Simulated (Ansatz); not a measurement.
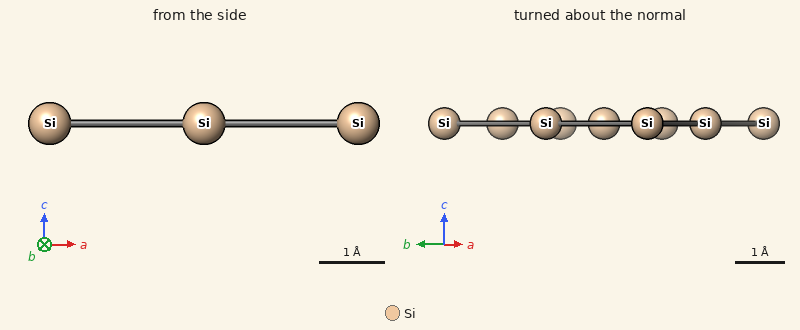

A ball-and-stick picture of a periodic sheet, seen from the side and turned about the normal. The surface normal points up in side views; the vacuum is left out. 3×3 cells are drawn in the plane, with atoms at the edges repeated.

The cell holds 1 Si.

Question: What is the slab's thickness, atom centre to atom centre?

Answer: About 0.0 Å from the lowest to the highest atom.

Question: What bonds hold it together?

Answer: The coordination shell of Si holds four Si in a square planar arrangement at about 2.4 Å. The bonds build Si layers parallel to the surface.

Source of the structure: a structure type filled with this element by a generator (whether the element takes this form wasn't checked). What is shown is the relaxed result from Ansatz 0.2.0, DFT PBE, scalar-relativistic, plane waves, PAW.
